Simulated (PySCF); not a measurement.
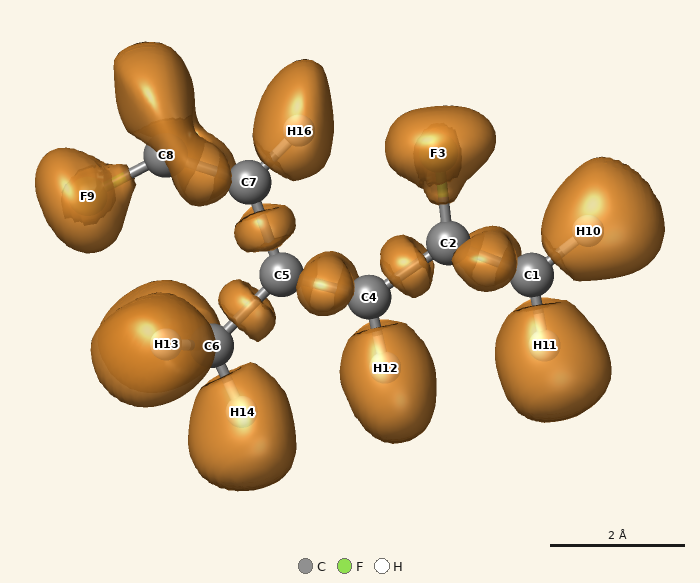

C7H7F2 (SMILES C=C(F)/C=C(C)\C=[C]/F) (doublet). Isosurface of the ELF at 0.75 (orange), seen at a tilt. Core shells and regions of very low density are left out.

Geometry: GFN2-xTB.

These are results of PySCF 2.14.0, density-fitted response routines, UKS B3LYP, pcH-1 on C F H, non-relativistic, mean-field spin-orbit, GIAO, not measurements.

Input file:

```
{"job": {"kind": "epr", "basis": "pcH-1"}, "charge": 0, "multiplicity": 2}
C      3.036635    -0.588289    -0.333622
C      1.902095    -0.019278     0.071354
F      2.004898     1.032429     0.921492
C      0.583656    -0.442577    -0.330622
C     -0.638143     0.025826    -0.009436
C     -1.864250    -0.613237    -0.581585
C     -0.860041     1.160876     0.894197
C     -2.009893     1.672091     1.252437
F     -3.269659     1.394402     0.970301
H      3.988458    -0.221702     0.004651
H      3.029141    -1.424074    -1.005908
H      0.624356    -1.286014    -1.008041
H     -2.503750    -0.985563     0.217926
H     -1.607364    -1.441065    -1.236612
H     -2.440093     0.116200    -1.150087
H      0.016357     1.628920     1.312145
```

Launched as:

```sh
OMP_NUM_THREADS=1 python probes_run.py task.json out
```

> Where are the electrons localised?

The ELF exceeds this value in five regions between bonded C–C atoms (shared pairs), seven regions around hydrogen nuclei, one region on C in which the atom's valence shell and bonds are merged and two regions on F in which the atom's valence shell and bonds are merged. Along the contacts the grid gives the following. C–C (1.31 Å): the ELF peaks at about 0.90 between the atoms; a short, multiple covalent bond. C–F (1.32 Å): the ELF peaks at about 0.85 between the atoms (a shared but strongly polarised pair).
